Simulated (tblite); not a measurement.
# Geometry relaxation of C4H8F2O2Si

System: C4H8F2O2Si.
Method: GFN2-xTB geometry optimisation, gas phase (tblite 0.8.0).

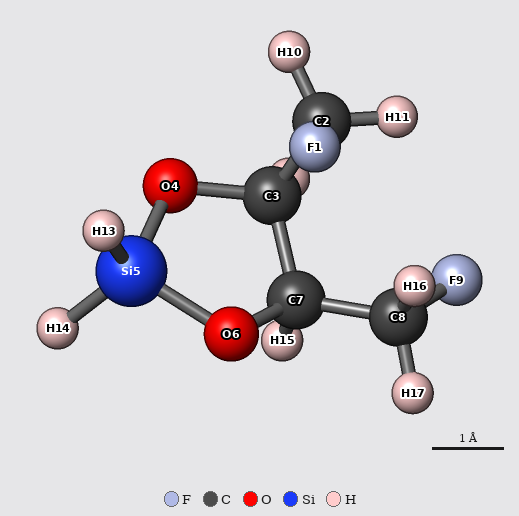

Figure 1. The structure as given in the input (ball-and-stick view, seen on its broad side; atoms are numbered from 1 in the order of the input).

## Input
```
{"job": {"kind": "relax", "xc": "GFN2-xTB", "basis": "xTB"}, "charge": 0, "multiplicity": 1}
F      0.006400     1.272300     1.608100
C     -0.390100     1.683900     0.358000
C     -0.619500     0.461800    -0.531000
O     -1.855400    -0.199400    -0.163700
Si    -1.453700    -1.559400     0.763300
O      0.200600    -1.552100     0.509300
C      0.485600    -0.608900    -0.549300
C      1.900900    -0.055100    -0.412300
F      2.101300     0.873800    -1.380100
H     -1.303600     2.267700     0.489400
H      0.401000     2.321600    -0.031700
H     -0.777900     0.839100    -1.553000
H     -1.785700    -1.349700     2.192500
H     -2.047200    -2.771100     0.153900
H      0.415800    -1.155300    -1.493100
H      2.078100     0.394800     0.573700
H      2.636400    -0.852100    -0.544000
```

The first line tells a small driver script what to run in tblite; the rest is the geometry in Å.

Launched with:
```bash
OMP_NUM_THREADS=1 python <driver script> task.json out
```

## The program's output
```
step      E/eV     max force
  0    -872.71592    1.953
  1    -872.83854    1.005
  2    -872.87812    0.349
  3    -872.88684    0.214
  4    -872.89287    0.158
  5    -872.89581    0.170
  6    -872.90207    0.195
  7    -872.90560    0.156
  8    -872.90830    0.113
  9    -872.91059    0.123
 10    -872.91331    0.151
 11    -872.91562    0.116
 12    -872.91727    0.108
 13    -872.91851    0.086
 14    -872.91984    0.102
 15    -872.92133    0.103
 16    -872.92273    0.096
 17    -872.92395    0.105
 18    -872.92512    0.106
 19    -872.92636    0.089
 20    -872.92772    0.092
 21    -872.92916    0.087
 22    -872.93066    0.089
 23    -872.93208    0.090
 24    -872.93334    0.080
 25    -872.93453    0.076
 26    -872.93564    0.083
 27    -872.93648    0.072
 28    -872.93708    0.068
 29    -872.93759    0.065
 30    -872.93805    0.048
 31    -872.93844    0.043
 32    -872.93871    0.034
 33    -872.93891    0.038
 34    -872.93910    0.040
 35    -872.93929    0.035
 36    -872.93947    0.026
 37    -872.93961    0.027
 38    -872.93971    0.022
 39    -872.93979    0.022
 40    -872.93985    0.021
 41    -872.93993    0.022
 42    -872.94001    0.023
 43    -872.94009    0.021
 44    -872.94017    0.019
 45    -872.94022    0.015
 46    -872.94026    0.014
 47    -872.94030    0.016
 48    -872.94034    0.016
 49    -872.94038    0.015
 50    -872.94041    0.013
 51    -872.94042    0.010
```

## Trajectory as extended XYZ (Å, eV, eV/Å), 13 of the 52 frames kept, from step=0 to step=51
```
17
Properties=species:S:1:pos:R:3:forces:R:3 step=0 energy=-872.71592
F     0.0064    1.2723    1.6081   -0.0350   0.1280   0.0950
C    -0.3901    1.6839    0.3580    0.1780  -0.4780   0.2840
C    -0.6195    0.4618   -0.5310   -1.4250  -0.1030  -0.4420
O    -1.8554   -0.1994   -0.1637    1.7960  -0.5730   0.5110
Si   -1.4537   -1.5594    0.7633   -0.0920   0.3370  -0.0510
O     0.2006   -1.5521    0.5093   -0.6670   1.0370  -0.8710
C     0.4856   -0.6089   -0.5493   -0.1840  -0.6530   1.1240
C     1.9009   -0.0551   -0.4123   -0.1090  -0.4510   0.6620
F     2.1013    0.8738   -1.3801    0.1650   0.3820  -0.2810
H    -1.3036    2.2677    0.4894   -0.1120  -0.1490  -0.0630
H     0.4010    2.3216   -0.0317    0.1520   0.0390  -0.1400
H    -0.7779    0.8391   -1.5530    0.0580  -0.0140   0.0870
H    -1.7857   -1.3497    2.1925    0.2850  -0.0130  -0.6060
H    -2.0472   -2.7711    0.1539    0.1850   0.4900   0.0950
H     0.4158   -1.1553   -1.4931   -0.0460  -0.0040  -0.1120
H     2.0781    0.3948    0.5737   -0.1640   0.1110  -0.1590
H     2.6364   -0.8521   -0.5440    0.0150  -0.0870  -0.1330
17
Properties=species:S:1:pos:R:3:forces:R:3 step=4 energy=-872.89287
F     0.0047    1.2754    1.6173   -0.0190  -0.0040   0.0090
C    -0.3863    1.6682    0.3627    0.0210  -0.0460   0.0130
C    -0.6443    0.4565   -0.5410   -0.0050   0.0040  -0.0060
O    -1.7999   -0.2239   -0.1395   -0.0760   0.1210  -0.0440
Si   -1.4550   -1.5538    0.7658    0.0700   0.0520  -0.0340
O     0.1682   -1.5176    0.4902    0.1530   0.0190   0.0110
C     0.4764   -0.6161   -0.5323    0.0170  -0.0160   0.0170
C     1.8946   -0.0683   -0.3950   -0.0010  -0.0020   0.0470
F     2.1036    0.8753   -1.3745    0.0030  -0.0140   0.0550
H    -1.3052    2.2519    0.4857   -0.0220  -0.1190  -0.0270
H     0.4035    2.3115   -0.0389    0.0130  -0.1000  -0.0380
H    -0.7832    0.8398   -1.5585   -0.0840  -0.0180   0.0070
H    -1.7643   -1.3475    2.1615    0.1180   0.0590   0.0870
H    -2.0372   -2.7374    0.1563   -0.0440   0.0550  -0.0970
H     0.4145   -1.1500   -1.4916   -0.0100   0.0130  -0.0400
H     2.0679    0.4064    0.5729   -0.0750   0.0300   0.0260
H     2.6352   -0.8583   -0.5510   -0.0570  -0.0330   0.0140
17
Properties=species:S:1:pos:R:3:forces:R:3 step=8 energy=-872.90830
F     0.0005    1.2724    1.6234    0.0070  -0.0530  -0.0460
C    -0.3827    1.6541    0.3632   -0.0200   0.0150  -0.0300
C    -0.6446    0.4542   -0.5448   -0.0440  -0.0360   0.0040
O    -1.8034   -0.2131   -0.1370   -0.0040  -0.0820   0.0140
Si   -1.4411   -1.5417    0.7640   -0.0360  -0.0100   0.0520
O     0.1833   -1.5078    0.4937   -0.0610  -0.0370  -0.0220
C     0.4767   -0.6142   -0.5365   -0.0200  -0.0130  -0.0220
C     1.8904   -0.0699   -0.3839   -0.0130   0.0550  -0.0520
F     2.1065    0.8730   -1.3591    0.0650   0.0710  -0.0540
H    -1.3113    2.2189    0.4778   -0.0180   0.0490  -0.0070
H     0.4082    2.2843   -0.0498    0.0230   0.0400   0.0240
H    -0.8046    0.8369   -1.5598    0.0260   0.0140   0.0200
H    -1.7228   -1.3320    2.1671    0.1020   0.0220   0.0350
H    -2.0431   -2.7061    0.1332   -0.0160   0.0560  -0.0380
H     0.4131   -1.1445   -1.4980    0.0220  -0.0320  -0.0100
H     2.0464    0.4156    0.5822   -0.0090  -0.0840   0.0220
H     2.6213   -0.8681   -0.5457   -0.0050   0.0250   0.1100
17
Properties=species:S:1:pos:R:3:forces:R:3 step=13 energy=-872.91851
F    -0.0026    1.2554    1.6136   -0.0210  -0.0180   0.0050
C    -0.3861    1.6473    0.3567   -0.0070  -0.0030   0.0080
C    -0.6532    0.4472   -0.5486   -0.0350   0.0200  -0.0320
O    -1.8088   -0.2213   -0.1348    0.0210   0.0350  -0.0170
Si   -1.4378   -1.5394    0.7758    0.0290   0.0390  -0.0280
O     0.1821   -1.5102    0.4846    0.0380  -0.0140  -0.0540
C     0.4719   -0.6144   -0.5469    0.0080  -0.0220   0.0010
C     1.8829   -0.0613   -0.3851   -0.0020  -0.0460   0.0560
F     2.1257    0.8832   -1.3539    0.0030  -0.0390   0.0540
H    -1.3157    2.2121    0.4708    0.0290   0.0520   0.0120
H     0.4117    2.2752   -0.0492   -0.0330   0.0250   0.0060
H    -0.8146    0.8369   -1.5591   -0.0160  -0.0140  -0.0420
H    -1.6631   -1.3159    2.1860    0.0430  -0.0210   0.0370
H    -2.0554   -2.6712    0.1089   -0.0610  -0.0480   0.0380
H     0.4177   -1.1502   -1.5054   -0.0050  -0.0010  -0.0260
H     2.0266    0.4036    0.5920   -0.0310   0.0520   0.0080
H     2.6118   -0.8650   -0.5154    0.0380   0.0010  -0.0270
17
Properties=species:S:1:pos:R:3:forces:R:3 step=17 energy=-872.92395
F    -0.0114    1.2394    1.6070   -0.0270   0.0080  -0.0050
C    -0.3907    1.6452    0.3528    0.0100   0.0250  -0.0180
C    -0.6588    0.4484   -0.5588    0.0280  -0.0130   0.0120
O    -1.8087   -0.2214   -0.1361   -0.0130  -0.0010   0.0040
Si   -1.4324   -1.5363    0.7792   -0.0240   0.0010  -0.0140
O     0.1827   -1.5188    0.4649   -0.0260  -0.0350   0.0060
C     0.4703   -0.6160   -0.5583    0.0210  -0.0090   0.0000
C     1.8793   -0.0662   -0.3740    0.0340   0.0360  -0.0210
F     2.1385    0.8789   -1.3362   -0.0020   0.0450  -0.0380
H    -1.3098    2.2258    0.4714   -0.0310  -0.0270   0.0090
H     0.4048    2.2787   -0.0458    0.0540   0.0010  -0.0150
H    -0.8236    0.8336   -1.5717   -0.0100  -0.0100   0.0150
H    -1.6137   -1.3147    2.2010    0.0240  -0.0330  -0.0680
H    -2.0779   -2.6587    0.1129   -0.0190   0.0140   0.1020
H     0.4203   -1.1527   -1.5169    0.0160   0.0590  -0.0390
H     2.0063    0.4087    0.6007   -0.0210  -0.0250   0.0310
H     2.6178   -0.8619   -0.5020   -0.0120  -0.0340   0.0400
17
Properties=species:S:1:pos:R:3:forces:R:3 step=21 energy=-872.92916
F    -0.0271    1.2279    1.5995    0.0230   0.0390   0.0070
C    -0.3922    1.6480    0.3449    0.0050  -0.0260   0.0070
C    -0.6591    0.4479   -0.5659   -0.0020   0.0200   0.0070
O    -1.8092   -0.2191   -0.1373    0.0220   0.0040   0.0070
Si   -1.4307   -1.5313    0.7768    0.0320  -0.0220   0.0070
O     0.1797   -1.5345    0.4412    0.0130   0.0240  -0.0830
C     0.4736   -0.6183   -0.5691   -0.0280   0.0590  -0.0300
C     1.8813   -0.0643   -0.3664   -0.0620  -0.0150   0.0080
F     2.1502    0.8838   -1.3255    0.0060  -0.0360   0.0450
H    -1.3109    2.2302    0.4719    0.0100  -0.0430  -0.0660
H     0.4110    2.2805   -0.0457   -0.0130  -0.0440   0.0190
H    -0.8345    0.8269   -1.5794    0.0270   0.0100   0.0170
H    -1.5601   -1.3223    2.2011   -0.0230   0.0130   0.0470
H    -2.1092   -2.6477    0.1459   -0.0500  -0.0470   0.0230
H     0.4285   -1.1375   -1.5384    0.0380   0.0360   0.0060
H     1.9818    0.4070    0.6149    0.0350  -0.0270  -0.0400
H     2.6197   -0.8652   -0.4786   -0.0330   0.0560   0.0190
17
Properties=species:S:1:pos:R:3:forces:R:3 step=26 energy=-872.93564
F    -0.0394    1.2256    1.5968   -0.0040   0.0160   0.0080
C    -0.3920    1.6441    0.3384   -0.0060   0.0020  -0.0030
C    -0.6631    0.4491   -0.5738    0.0240  -0.0330   0.0110
O    -1.8064   -0.2196   -0.1330   -0.0350  -0.0380   0.0120
Si   -1.4210   -1.5334    0.7782   -0.0240  -0.0380   0.0290
O     0.1761   -1.5560    0.3858   -0.0340  -0.0750   0.0060
C     0.4714   -0.6101   -0.5932    0.0210  -0.0340  -0.0140
C     1.8715   -0.0617   -0.3529    0.0470   0.0230   0.0060
F     2.1699    0.8854   -1.3015    0.0160   0.0300   0.0000
H    -1.3127    2.2239    0.4485    0.0020   0.0250  -0.0080
H     0.4186    2.2704   -0.0424   -0.0050   0.0000  -0.0140
H    -0.8419    0.8270   -1.5865   -0.0240   0.0440   0.0190
H    -1.4956   -1.3273    2.2111   -0.0150   0.0320  -0.0190
H    -2.1649   -2.6432    0.2023    0.0430   0.0450   0.0080
H     0.4517   -1.1034   -1.5748    0.0010   0.0060  -0.0480
H     1.9590    0.4014    0.6307   -0.0060   0.0410   0.0390
H     2.6119   -0.8601   -0.4435    0.0000  -0.0450  -0.0310
17
Properties=species:S:1:pos:R:3:forces:R:3 step=30 energy=-872.93805
F    -0.0438    1.2300    1.5984   -0.0200   0.0110  -0.0020
C    -0.3927    1.6413    0.3365   -0.0020   0.0050  -0.0010
C    -0.6645    0.4442   -0.5738   -0.0130   0.0090   0.0150
O    -1.8076   -0.2258   -0.1300    0.0270   0.0080  -0.0110
Si   -1.4187   -1.5375    0.7832    0.0270   0.0250  -0.0160
O     0.1717   -1.5751    0.3627    0.0170  -0.0060  -0.0450
C     0.4731   -0.6132   -0.6022   -0.0060   0.0060   0.0120
C     1.8729   -0.0597   -0.3459   -0.0260  -0.0300  -0.0010
F     2.1794    0.8898   -1.2911   -0.0050  -0.0110   0.0260
H    -1.3123    2.2251    0.4371    0.0060   0.0100   0.0150
H     0.4196    2.2654   -0.0446    0.0000  -0.0060  -0.0190
H    -0.8485    0.8345   -1.5824   -0.0210  -0.0250   0.0350
H    -1.4795   -1.3208    2.2143   -0.0060   0.0310   0.0060
H    -2.1776   -2.6382    0.2203    0.0040  -0.0230  -0.0150
H     0.4611   -1.0900   -1.5942    0.0120   0.0090   0.0260
H     1.9521    0.4059    0.6398   -0.0010  -0.0300  -0.0330
H     2.6083   -0.8640   -0.4380    0.0070   0.0170   0.0070
17
Properties=species:S:1:pos:R:3:forces:R:3 step=34 energy=-872.93910
F    -0.0501    1.2338    1.5994    0.0060   0.0060   0.0090
C    -0.3936    1.6417    0.3353   -0.0020   0.0080   0.0060
C    -0.6657    0.4431   -0.5716    0.0000   0.0040  -0.0050
O    -1.8059   -0.2283   -0.1286   -0.0180   0.0000   0.0250
Si   -1.4137   -1.5382    0.7838   -0.0060  -0.0250   0.0040
O     0.1710   -1.5881    0.3433   -0.0050   0.0010   0.0140
C     0.4731   -0.6132   -0.6070    0.0000   0.0040  -0.0120
C     1.8706   -0.0626   -0.3425    0.0150   0.0090   0.0020
F     2.1837    0.8906   -1.2811   -0.0080   0.0010  -0.0110
H    -1.3113    2.2285    0.4338   -0.0010   0.0130   0.0010
H     0.4204    2.2615   -0.0493    0.0020  -0.0020   0.0020
H    -0.8569    0.8341   -1.5767   -0.0050  -0.0060  -0.0300
H    -1.4690   -1.3110    2.2152    0.0070   0.0190  -0.0210
H    -2.1829   -2.6374    0.2290    0.0210  -0.0040   0.0000
H     0.4683   -1.0805   -1.6021   -0.0080   0.0050  -0.0200
H     1.9468    0.4023    0.6419   -0.0040  -0.0220   0.0330
H     2.6082   -0.8644   -0.4327    0.0070  -0.0100   0.0040
17
Properties=species:S:1:pos:R:3:forces:R:3 step=38 energy=-872.93971
F    -0.0526    1.2379    1.6012    0.0050   0.0040  -0.0190
C    -0.3947    1.6435    0.3354    0.0000  -0.0070  -0.0150
C    -0.6683    0.4432   -0.5710    0.0000  -0.0060  -0.0010
O    -1.8067   -0.2289   -0.1231    0.0060   0.0070  -0.0030
Si   -1.4108   -1.5416    0.7838   -0.0020   0.0100  -0.0040
O     0.1709   -1.5939    0.3340   -0.0010   0.0120  -0.0010
C     0.4728   -0.6128   -0.6107   -0.0020  -0.0020   0.0030
C     1.8708   -0.0642   -0.3400   -0.0110  -0.0050   0.0050
F     2.1842    0.8909   -1.2769    0.0060   0.0020   0.0190
H    -1.3106    2.2338    0.4330    0.0070   0.0000  -0.0060
H     0.4213    2.2592   -0.0518    0.0010   0.0030   0.0120
H    -0.8630    0.8313   -1.5779    0.0010  -0.0030   0.0150
H    -1.4627   -1.3002    2.2120    0.0060  -0.0010   0.0070
H    -2.1806   -2.6404    0.2320    0.0090  -0.0200  -0.0010
H     0.4702   -1.0741   -1.6092   -0.0100   0.0080   0.0000
H     1.9433    0.3942    0.6486   -0.0010  -0.0030  -0.0020
H     2.6095   -0.8659   -0.4294   -0.0130   0.0020  -0.0080
17
Properties=species:S:1:pos:R:3:forces:R:3 step=42 energy=-872.94001
F    -0.0526    1.2402    1.5985    0.0010  -0.0120   0.0120
C    -0.3947    1.6438    0.3326    0.0090   0.0130   0.0110
C    -0.6692    0.4426   -0.5710   -0.0030   0.0130  -0.0010
O    -1.8071   -0.2282   -0.1206   -0.0090  -0.0050  -0.0040
Si   -1.4103   -1.5421    0.7834   -0.0020  -0.0050   0.0070
O     0.1700   -1.5953    0.3290   -0.0040  -0.0110   0.0020
C     0.4717   -0.6124   -0.6128   -0.0060   0.0070   0.0000
C     1.8690   -0.0656   -0.3375    0.0040   0.0030  -0.0040
F     2.1863    0.8924   -1.2697    0.0040   0.0140   0.0080
H    -1.3090    2.2362    0.4300   -0.0040  -0.0020  -0.0090
H     0.4227    2.2589   -0.0511    0.0090   0.0080  -0.0200
H    -0.8661    0.8298   -1.5768   -0.0030   0.0070  -0.0170
H    -1.4570   -1.2955    2.2115    0.0010  -0.0100   0.0000
H    -2.1771   -2.6460    0.2350    0.0150   0.0040   0.0070
H     0.4691   -1.0685   -1.6138   -0.0010  -0.0070   0.0070
H     1.9406    0.3891    0.6527   -0.0050  -0.0050   0.0040
H     2.6067   -0.8673   -0.4294   -0.0040  -0.0120  -0.0030
17
Properties=species:S:1:pos:R:3:forces:R:3 step=47 energy=-872.94030
F    -0.0533    1.2401    1.5969   -0.0020   0.0090  -0.0070
C    -0.3933    1.6458    0.3307   -0.0070  -0.0070  -0.0080
C    -0.6712    0.4441   -0.5721   -0.0050  -0.0060  -0.0030
O    -1.8083   -0.2278   -0.1190    0.0060   0.0050   0.0020
Si   -1.4093   -1.5421    0.7844    0.0070   0.0130  -0.0050
O     0.1684   -1.5978    0.3226    0.0100   0.0080  -0.0030
C     0.4697   -0.6107   -0.6155    0.0010  -0.0040  -0.0020
C     1.8673   -0.0667   -0.3350   -0.0040  -0.0020   0.0020
F     2.1902    0.8974   -1.2590    0.0000   0.0020   0.0030
H    -1.3075    2.2389    0.4255    0.0020   0.0060   0.0060
H     0.4253    2.2594   -0.0546   -0.0050  -0.0090  -0.0010
H    -0.8706    0.8299   -1.5788    0.0000   0.0040   0.0080
H    -1.4489   -1.2940    2.2120   -0.0060  -0.0080   0.0080
H    -2.1709   -2.6505    0.2403   -0.0040  -0.0010   0.0010
H     0.4676   -1.0647   -1.6172    0.0040  -0.0060  -0.0040
H     1.9356    0.3816    0.6583    0.0030  -0.0100   0.0040
H     2.6022   -0.8710   -0.4295   -0.0010   0.0040  -0.0030
17
Properties=species:S:1:pos:R:3:forces:R:3 step=51 energy=-872.94042
F    -0.0539    1.2422    1.5955    0.0020   0.0000   0.0000
C    -0.3938    1.6461    0.3289    0.0010   0.0050   0.0010
C    -0.6724    0.4443   -0.5731    0.0010   0.0010   0.0020
O    -1.8085   -0.2270   -0.1178   -0.0020  -0.0060  -0.0010
Si   -1.4076   -1.5409    0.7850   -0.0030  -0.0060   0.0040
O     0.1689   -1.5974    0.3200    0.0000   0.0000   0.0100
C     0.4692   -0.6100   -0.6177   -0.0010  -0.0010   0.0000
C     1.8664   -0.0672   -0.3341    0.0010  -0.0020  -0.0010
F     2.1916    0.9006   -1.2532    0.0010   0.0020   0.0050
H    -1.3063    2.2415    0.4246   -0.0030   0.0010  -0.0030
H     0.4254    2.2577   -0.0575    0.0040   0.0020  -0.0030
H    -0.8726    0.8315   -1.5788   -0.0040  -0.0030  -0.0020
H    -1.4483   -1.2956    2.2134   -0.0010  -0.0030  -0.0010
H    -2.1673   -2.6521    0.2431   -0.0040   0.0060  -0.0010
H     0.4679   -1.0647   -1.6191    0.0030   0.0050  -0.0040
H     1.9343    0.3753    0.6619   -0.0010  -0.0030   0.0000
H     2.6001   -0.8722   -0.4310    0.0070   0.0030  -0.0060
```

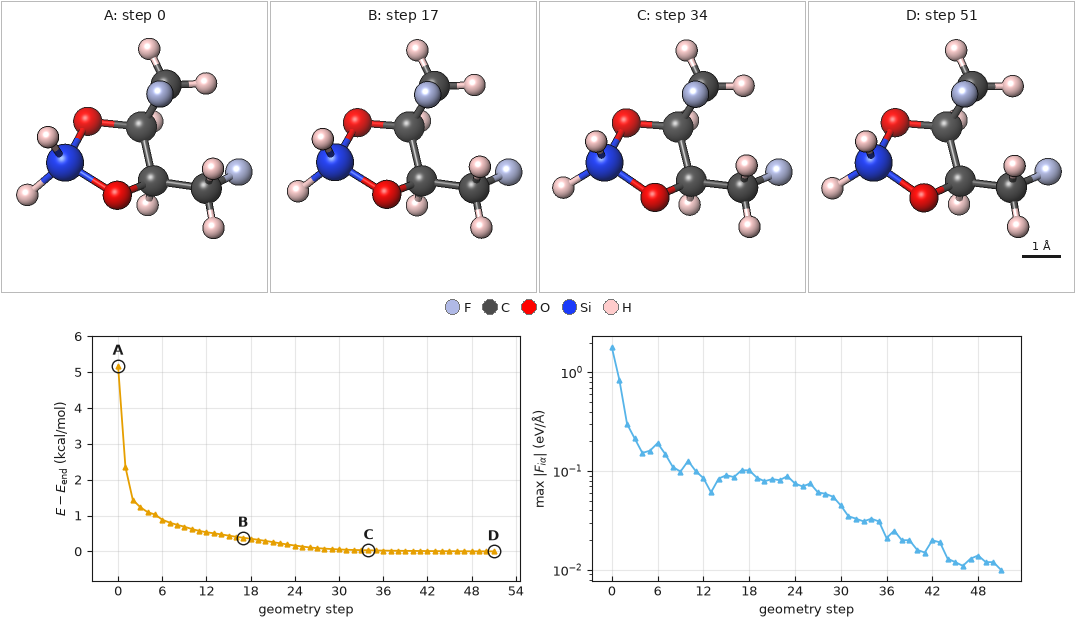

Figure 2. Frames of the relaxation (ball-and-stick view, seen on its broad side) above the curves, on which the letters mark them (steps are counted from 0).

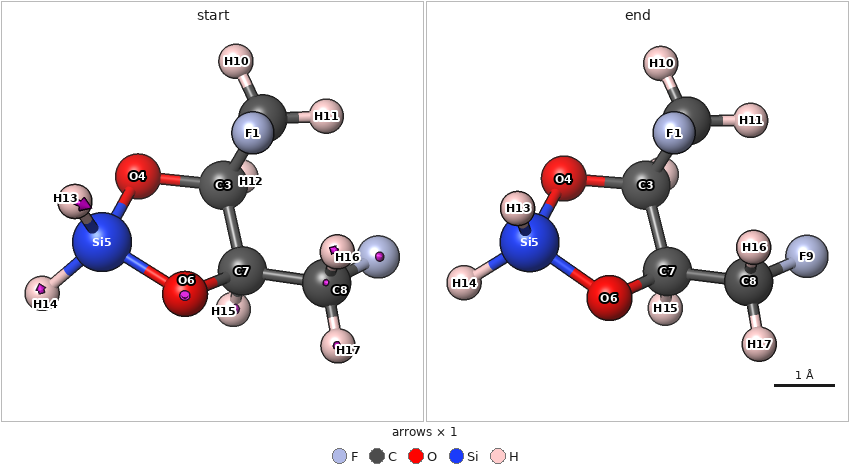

Figure 3. Before (left) and after (right) the relaxation, at one scale (ball-and-stick view, seen on its broad side). The pink arrows give the displacements, at true length. The energy falls by 5.18 kcal/mol in 51 geometry steps. Largest force component: 1.8 eV/Å at the start, 0.01 eV/Å at the end. The largest move after the best rigid fit is that of H13, 0.34 Å. By element the largest moves are H 0.34 Å, O 0.20 Å, F 0.16 Å, C 0.09 Å, Si 0.05 Å. Among the contacts that change: C3–O4 1.449 → 1.396 Å, O6–C7 1.446 → 1.394 Å, O4–Si5 1.694 → 1.644 Å, Si5–H13 1.482 → 1.450 Å. Among the angles that change: Si5–O6–C7 108.0° → 111.9°, H13–Si5–H14 115.0° → 118.9°, C3–O4–Si5 107.6° → 111.4°. (Atoms are counted from 1 in the order of the input.)

## Key numbers

| quantity | value |
| --- | --- |
| outcome | converged |
| total energy | −872.9404 eV |
| hardware | 1 CPU thread, shared host |
| wall time | 0.64 s |
| peak memory | 0.18 GiB |
